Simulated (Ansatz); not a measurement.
# Nudged elastic band of AlN₂H₇O (part 1 of 2)

- system: AlN₂H₇O
- method: RKS B3LYP-D4/6-31G* (Ansatz 0.2.0)

It belongs to a series of runs on one base structure; here: band between the two ends. Figures and captions count atoms from 1; the log counts them from 0 in places.

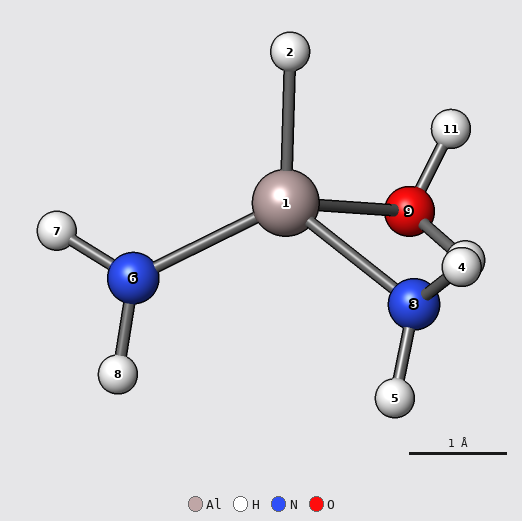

*The structure as given in the input (ball-and-stick view, seen at a tilt; atoms are numbered from 1 in the order of the input). Sticks mark near contacts.*

**Input file**
```yaml
crystal:
  periodic: [false, false, false]
  atoms:
    - { symbol: Al, position_ang: [-0.169769, -0.044345, 0.123326] }
    - { symbol: H, position_ang: [-0.184735, -1.030162, 1.377631] }
    - { symbol: "N", position_ang: [1.499194, 0.406219, -0.583372] }
    - { symbol: H, position_ang: [2.282309, -0.203369, -0.363038] }
    - { symbol: H, position_ang: [1.574946, 0.641587, -1.569759] }
    - { symbol: "N", position_ang: [-1.570275, -0.035719, -0.997219] }
    - { symbol: H, position_ang: [-2.50906, -0.293995, -0.719793] }
    - { symbol: H, position_ang: [-1.597055, 0.431841, -1.894806] }
    - { symbol: O, position_ang: [0.084134, 1.745005, 1.092157] }
    - { symbol: H, position_ang: [0.980218, 1.724287, 0.628745] }
    - { symbol: H, position_ang: [0.242293, 1.626648, 2.043828] }
basis:
  gaussian: { orbitals: "6-31G*" }
hamiltonian:
  xc: b3lyp
  dispersion: d4
neb:
  order_check: false
  images: 7
  f_tol: 0.05
  max_iterations: 53
  final_atoms:
    - { symbol: Al, position_ang: [0.00158905, 0.69879514, -0.56732308] }
    - { symbol: H, position_ang: [0.04625632, -0.01924701, 3.19162426] }
    - { symbol: "N", position_ang: [1.56231248, 0.0696231, -1.14784037] }
    - { symbol: H, position_ang: [1.66143812, -0.69790503, -1.79968507] }
    - { symbol: H, position_ang: [2.47380054, 0.42057921, -0.88571647] }
    - { symbol: "N", position_ang: [-1.53858556, 0.08965433, -1.20368658] }
    - { symbol: H, position_ang: [-1.65263302, -0.59666979, -1.93720354] }
    - { symbol: H, position_ang: [-2.43933322, 0.40880768, -0.87204055] }
    - { symbol: O, position_ang: [-0.0996374, 1.92004914, 0.63861884] }
    - { symbol: H, position_ang: [0.68330702, 2.2337193, 1.10461504] }
    - { symbol: H, position_ang: [-0.06631433, 0.44059093, 2.61633753] }
  initial_path:
    images:
      - { positions_ang: [[-0.169769, -0.044345, 0.123326], [-0.184735, -1.030162, 1.377631], [1.499194, 0.406219, -0.583372], [2.282309, -0.203369, -0.363038], [1.574946, 0.641587, -1.569759], [-1.570275, -0.035719, -0.997219], [-2.50906, -0.293995, -0.719793], [-1.597055, 0.431841, -1.894806], [0.084134, 1.745005, 1.092157], [0.980218, 1.724287, 0.628745], [0.242293, 1.626648, 2.043828]] }
      - { positions_ang: [[-0.12745293, -0.03314347, 0.09305772], [-0.14706036, -0.76906002, 1.51120044], [1.5440929, 0.30389403, -0.66963094], [2.24960435, -0.38298225, -0.56360877], [1.71452207, 0.70961647, -1.4786432], [-1.58922921, -0.02925271, -0.99459939], [-2.46055985, -0.42721666, -0.76333763], [-1.66921038, 0.52425054, -1.82748382], [0.08245059, 1.80301106, 0.98046056], [0.85008877, 1.79642385, 0.86643193], [0.18495405, 1.47245614, 1.98385308]] }
      - { positions_ang: [[-0.08513687, -0.02194194, 0.06278944], [-0.10938572, -0.50795805, 1.64476989], [1.5889918, 0.20156907, -0.75588988], [2.2168997, -0.5625955, -0.76417954], [1.85409814, 0.77764595, -1.3875274], [-1.60818341, -0.02278641, -0.99197977], [-2.4120597, -0.56043832, -0.80688226], [-1.74136575, 0.61666008, -1.76016163], [0.08076717, 1.86101712, 0.86876412], [0.71995953, 1.86856071, 1.10411887], [0.1276151, 1.31826428, 1.92387816]] }
      - { positions_ang: [[-0.0428208, -0.0107404, 0.03252117], [-0.07171107, -0.24685607, 1.77833933], [1.63389071, 0.0992441, -0.84214882], [2.18419504, -0.74220874, -0.96475031], [1.99367421, 0.84567542, -1.29641159], [-1.62713762, -0.01632012, -0.98936016], [-2.36355954, -0.69365998, -0.85042689], [-1.81352113, 0.70906962, -1.69283945], [0.07908376, 1.91902319, 0.75706768], [0.5898303, 1.94069756, 1.3418058], [0.07027615, 1.16407242, 1.86390324]] }
      - { positions_ang: [[-0.00050474, 0.00046113, 0.00225289], [-0.03403643, 0.01424591, 1.91190877], [1.67878961, -0.00308086, -0.92840776], [2.15149039, -0.92182199, -1.16532107], [2.13325028, 0.9137049, -1.20529579], [-1.64609183, -0.00985383, -0.98674055], [-2.31505939, -0.82688164, -0.89397151], [-1.88567651, 0.80147916, -1.62551727], [0.07740035, 1.97702925, 0.64537123], [0.45970107, 2.01283442, 1.57949274], [0.0129372, 1.00988056, 1.80392833]] }
      - { positions_ang: [[1.871e-05, 0.17504463, -0.14014111], [-0.01396324, 0.00587268, 2.23183764], [1.64967033, 0.01509513, -0.98326591], [2.02897732, -0.86584275, -1.32391207], [2.21838785, 0.79042347, -1.12540096], [-1.61921526, 0.01502321, -1.04097706], [-2.1494528, -0.76932867, -1.15477952], [-2.02409069, 0.70331129, -1.43714809], [0.03314091, 1.96278422, 0.64368314], [0.51560255, 2.06805564, 1.46077331], [-0.00687568, 0.86755815, 2.00703063]] }
      - { positions_ang: [[0.00054216, 0.34962814, -0.2825351], [0.00610995, -0.00250055, 2.55176651], [1.62055105, 0.03327112, -1.03812407], [1.90646426, -0.80986351, -1.48250307], [2.30352541, 0.66714205, -1.04550613], [-1.59233869, 0.03990025, -1.09521357], [-1.98384621, -0.71177571, -1.41558753], [-2.16250487, 0.60514342, -1.24877891], [-0.01111853, 1.94853919, 0.64199504], [0.57150404, 2.12327686, 1.34205389], [-0.02668856, 0.72523575, 2.21013293]] }
      - { positions_ang: [[0.0010656, 0.52421164, -0.42492909], [0.02618313, -0.01087378, 2.87169539], [1.59143176, 0.05144711, -1.09298222], [1.78395119, -0.75388427, -1.64109407], [2.38866297, 0.54386063, -0.9656113], [-1.56546213, 0.06477729, -1.14945008], [-1.81823961, -0.65422275, -1.67639553], [-2.30091905, 0.50697555, -1.06040973], [-0.05537796, 1.93429416, 0.64030694], [0.62740553, 2.17849808, 1.22333447], [-0.04650144, 0.58291334, 2.41323523]] }
      - { positions_ang: [[0.00158905, 0.69879514, -0.56732308], [0.04625632, -0.01924701, 3.19162426], [1.56231248, 0.0696231, -1.14784037], [1.66143812, -0.69790503, -1.79968507], [2.47380054, 0.42057921, -0.88571647], [-1.53858556, 0.08965433, -1.20368658], [-1.65263302, -0.59666979, -1.93720354], [-2.43933322, 0.40880768, -0.87204055], [-0.0996374, 1.92004914, 0.63861884], [0.68330702, 2.2337193, 1.10461504], [-0.06631433, 0.44059093, 2.61633753]] }
```

Machine: 1 thread of Arm Neoverse V2, 24 GiB of memory available, shared host.

Run as:
```bash
ansatz run input.yaml --threads 1 --pin off --max-ram 2048MiB --backend cpu --events-out ev --progress --plain --runs-dir out
```

**The program's output**
```
Engine: ansatz 0.2.0, aarch64-unknown-linux-gnu
Functional definition: B3LYP
  parameter a0 = 0.2
  parameter ax = 0.72
  parameter ac = 0.81
  exchange = (1 - a0 - ax)*slater_x + ax*b88_x + a0*exact_x
  correlation = (1 - ac)*vwn_rpa_c + ac*lyp_c
865 factors; integrals over basis functions are off by at most 4.0e-4 eV
mean field evaluation 1: about -11725.2635 eV, gradient 8.9e1 eV
mean field evaluation 2: about -11703.1946 eV, gradient 1.3e2 eV
mean field evaluation 4: about -11740.0236 eV, gradient 8.6e0 eV
mean field evaluation 8: about -11740.1635 eV, gradient 8.7e-2 eV
mean field -11740.16346579 eV, -431.4430495993 hartree, gradient 9.3e-6 eV, S^2 0.000000; 0 other end points of the search recorded, 0 dependent functions left out
the calculation of the forces begins
reference -11740.16371865 eV, -431.4430588918 hartree; 21, 21 occupied and 57, 57 virtual orbitals, 865 factors
865 factors; integrals over basis functions are off by at most 8.2e-4 eV
mean field evaluation 16: about -11723.4820 eV, gradient 9.6e1 eV
mean field -11740.58010907 eV, -431.4583609571 hartree, gradient 4.1e-5 eV, S^2 0.000000; 0 other end points of the search recorded, 0 dependent functions left out
[... from here on the field's lines of each further geometry are left out, up to the last ...]
NEB iter   1: max|band force component| = 4.344e1 eV/Å  barrier→ = 7.1255 eV  barrier← = 7.5210 eV  Δτ_max = 0.2000 Å  (228 SCF iters)
NEB iter   2: max|band force component| = 4.556e0 eV/Å  barrier→ = 2.0553 eV  barrier← = 2.4509 eV  Δτ_max = 0.2000 Å  (203 SCF iters)
NEB iter   3: max|band force component| = 2.895e0 eV/Å  barrier→ = 1.0989 eV  barrier← = 1.4944 eV  Δτ_max = 0.1969 Å  (194 SCF iters)
NEB iter   4: max|band force component| = 1.130e0 eV/Å  barrier→ = 0.9594 eV  barrier← = 1.3549 eV  Δτ_max = 0.1991 Å  (191 SCF iters)
NEB iter   5: max|band force component| = 1.091e0 eV/Å  barrier→ = 0.9076 eV  barrier← = 1.3031 eV  Δτ_max = 0.1975 Å  (186 SCF iters)
NEB iter   6: max|band force component| = 1.247e0 eV/Å  barrier→ = 0.8161 eV  barrier← = 1.2116 eV  Δτ_max = 0.0998 Å  (186 SCF iters)
NEB iter   7: max|band force component| = 1.024e0 eV/Å  barrier→ = 0.6681 eV  barrier← = 1.0636 eV  Δτ_max = 0.1001 Å  (188 SCF iters)
NEB iter   8: max|band force component| = 9.098e-1 eV/Å  barrier→ = 0.5441 eV  barrier← = 0.9397 eV  Δτ_max = 0.1005 Å  (187 SCF iters)
NEB iter   9: max|band force component| = 3.077e-1 eV/Å  barrier→ = 0.4595 eV  barrier← = 0.8551 eV  CI = image 3  Δτ_max = 0.1996 Å  (185 SCF iters)
NEB iter  10: max|band force component| = 1.400e0 eV/Å  barrier→ = 0.7424 eV  barrier← = 1.1379 eV  CI = image 3  Δτ_max = 0.1014 Å  (186 SCF iters)
NEB iter  11: max|band force component| = 8.699e-1 eV/Å  barrier→ = 0.7643 eV  barrier← = 1.1599 eV  CI = image 3  Δτ_max = 0.2000 Å  (181 SCF iters)
NEB iter  12: max|band force component| = 1.415e0 eV/Å  barrier→ = 0.9667 eV  barrier← = 1.3622 eV  CI = image 3  Δτ_max = 0.1000 Å  (187 SCF iters)
NEB iter  13: max|band force component| = 5.518e-1 eV/Å  barrier→ = 0.8719 eV  barrier← = 1.2674 eV  CI = image 3  Δτ_max = 0.2000 Å  (179 SCF iters)
NEB iter  14: max|band force component| = 2.630e-1 eV/Å  barrier→ = 0.8526 eV  barrier← = 1.2481 eV  CI = image 3  Δτ_max = 0.1976 Å  (189 SCF iters)
NEB iter  15: max|band force component| = 2.901e-1 eV/Å  barrier→ = 0.8450 eV  barrier← = 1.2405 eV  CI = image 3  Δτ_max = 0.0988 Å  (187 SCF iters)
NEB iter  16: max|band force component| = 2.625e-1 eV/Å  barrier→ = 0.8413 eV  barrier← = 1.2368 eV  CI = image 3  Δτ_max = 0.1004 Å  (183 SCF iters)
NEB iter  17: max|band force component| = 1.564e-1 eV/Å  barrier→ = 0.8407 eV  barrier← = 1.2363 eV  CI = image 3  Δτ_max = 0.1007 Å  (184 SCF iters)
NEB iter  18: max|band force component| = 1.654e-1 eV/Å  barrier→ = 0.8403 eV  barrier← = 1.2359 eV  CI = image 3  Δτ_max = 0.0502 Å  (185 SCF iters)
NEB iter  19: max|band force component| = 1.058e-1 eV/Å  barrier→ = 0.8402 eV  barrier← = 1.2358 eV  CI = image 3  Δτ_max = 0.0501 Å  (177 SCF iters)
NEB iter  20: max|band force component| = 6.217e-2 eV/Å  barrier→ = 0.8402 eV  barrier← = 1.2357 eV  CI = image 3  Δτ_max = 0.0501 Å  (175 SCF iters)
the calculation of the forces begins
reference -11740.50532183 eV, -431.4556125770 hartree; 21, 21 occupied and 57, 57 virtual orbitals, 865 factors
865 factors; integrals over basis functions are off by at most 5.7e-4 eV
mean field -11739.32348669 eV, -431.4121809367 hartree, gradient 4.6e-5 eV, S^2 0.000000; 1 other end points of the search recorded, 0 dependent functions left out
the calculation of the forces begins
reference -11739.32374184 eV, -431.4121903133 hartree; 21, 21 occupied and 57, 57 virtual orbitals, 865 factors
NEB iter  21: max|band force component| = 4.401e-2 eV/Å  barrier→ = 0.8401 eV  barrier← = 1.2357 eV  CI = image 3  Δτ_max = 0.0000 Å  (341 SCF iters)
```
